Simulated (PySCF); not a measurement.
C2H8F3NSi2

| atom | x (Å) | y (Å) | z (Å) |
| --- | --- | --- | --- |
| C | -1.2827 | -2.1590 | 0.9926 |
| Si | -1.1075 | -0.3657 | 1.3021 |
| N | 0.3668 | 0.4762 | 0.7214 |
| Si | 1.8833 | -0.2159 | 0.1891 |
| C | -2.6725 | 0.5203 | 0.2952 |
| F | -2.3936 | 0.0486 | -0.9915 |
| F | -3.8898 | 0.1126 | 0.5575 |
| F | -2.8802 | 1.8575 | 0.1254 |
| H | -2.0093 | -2.5765 | 1.7514 |
| H | -0.4003 | -2.6448 | 1.2298 |
| H | -1.5731 | -2.4243 | -0.0726 |
| H | -1.3627 | -0.1035 | 2.7404 |
| H | 0.3588 | 1.5856 | 1.0484 |
| H | 2.1475 | 0.3960 | -1.1504 |
| H | 1.8975 | -1.6799 | -0.1007 |
| H | 2.7361 | 0.4484 | 1.1419 |

Geometry: GFN2-xTB, MD frame at 250 fs, 600 K.

Method: PySCF 2.14.0, PBE0/pcSseg-1, SCF density, gas phase, non-relativistic.

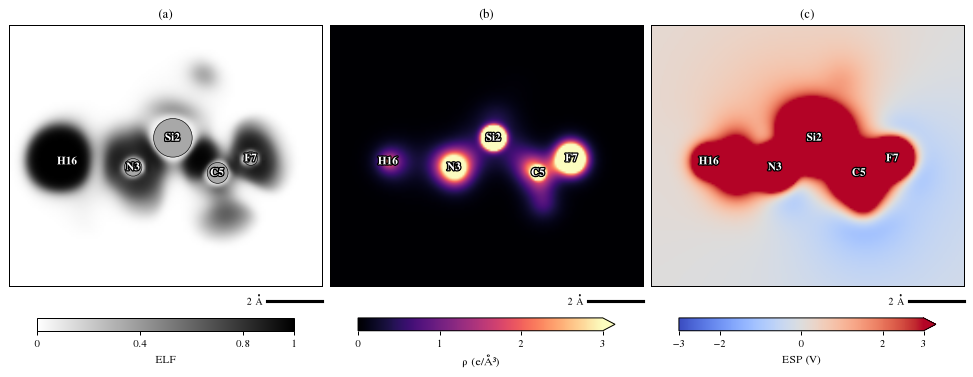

Figure 1. (a) electron localisation function; (b) electron density; (c) molecular electrostatic potential on the plane of atoms N3, Si2 and C5. Grey discs cover the atomic cores in the ELF map.

Question: Describe what can be read from this map.

Answer:
- The section cuts through Si, N, C, F and H sites.
- C–F (1.31 Å): the density is about 2.6 e/Å³ at the midpoint; the ELF peaks at about 0.85 between the atoms (a polar covalent bond).
- Si–N (1.79 Å): ρ at the midpoint is about 0.96 e/Å³; the ELF peaks at about 0.90 between the atoms; a polar covalent bond.
- C–Si (2.06 Å): the density is about 0.76 e/Å³ at the midpoint; the ELF peaks at about 1 between the atoms; localised, covalent bonding.
- The ELF also peaks beside F7, away from the bonds: lone-pair regions.
- Outside the dense part of the molecule the potential is most negative (−1.1 V) near F8, which lies off the plane.

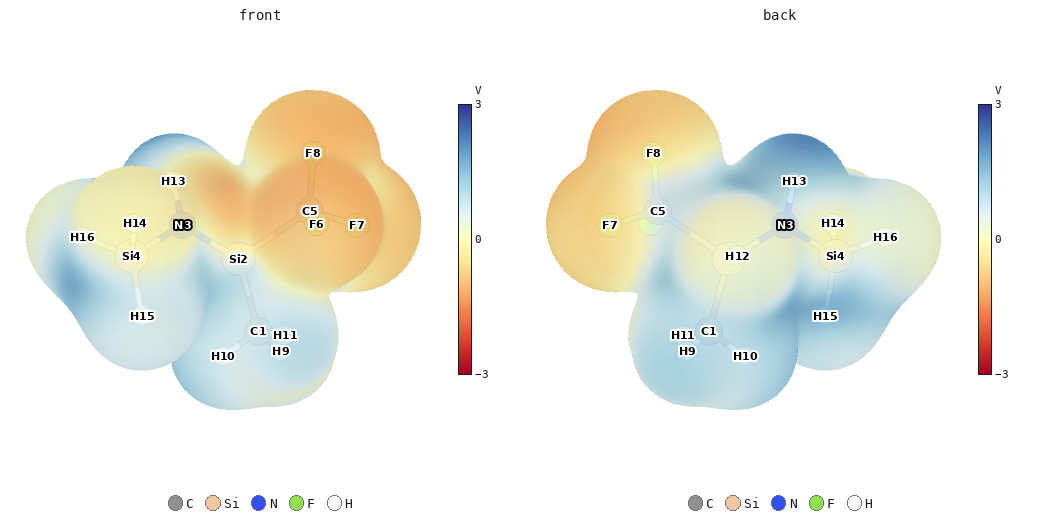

Figure 2. The molecular electrostatic potential painted on the density surface at 0.002 e/bohr³, seen from the front and from behind; red is negative and blue positive.

Question: Where is the surface potential most negative and most positive?

Answer: The most negative region (about −1.1 V) lies over F6, the most positive (about +2.1 V) over H13.
